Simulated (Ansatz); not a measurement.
System: MgBH₅.

```
Mg B H
1.0
    -0.08980   -3.85356   -3.90653
    -0.00538    4.12440   -4.07582
     3.60572    0.04264    0.03779
Mg B H
2 2 10
Direct
  0.50000 0.97841 0.00000
  0.00000 0.47841 0.00000
  0.49997 0.41874 0.00015
  0.99997 0.91874 0.00015
  0.87063 0.03952 0.19086
  0.37063 0.53952 0.19086
  0.99987 0.41449 0.50001
  0.49987 0.91449 0.50001
  0.62901 0.53992 0.80988
  0.12901 0.03992 0.80988
  0.61904 0.30292 0.22523
  0.11904 0.80292 0.22523
  0.88117 0.80314 0.77473
  0.38117 0.30314 0.77473
```

Space group C2; a structure from a database of computed crystals, not necessarily the ambient phase; started from the SiSnPd5-123 prototype, which need not be the ambient phase; changed on purpose from its base cell (shaken).

Method: Ansatz, DFT, PBEsol, plane waves, PAW.

> Predict the valence pseudo-density and electron localisation function between the atoms.

Mg–H (1.84 Å): ρ is about 0.26 e/Å³ halfway; the ELF climbs to about 1 towards the hydrogen.

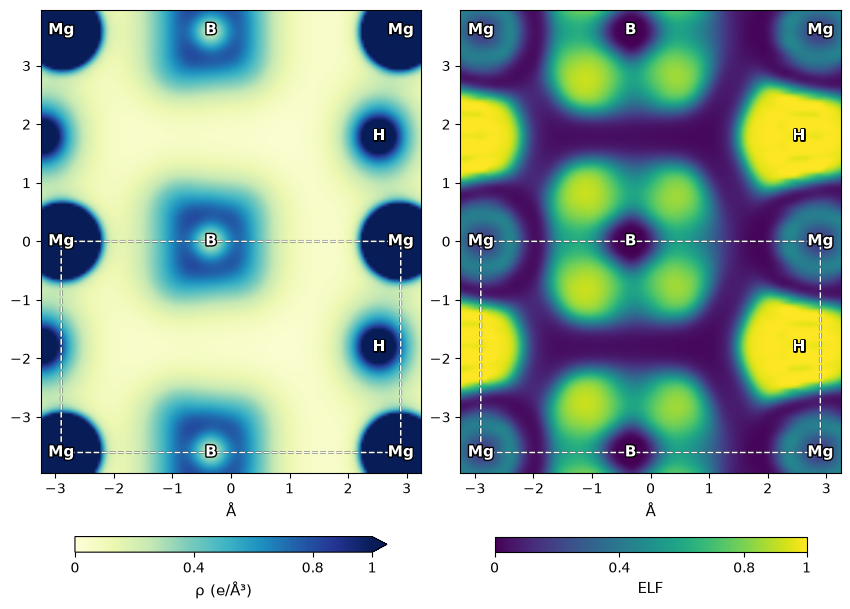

Computed valence pseudo-density and electron localisation function on the (100) plane of the conventional cell, in this order. 

Core electrons are frozen (PAW), and the valence fields are smoothed inside the atomic spheres.
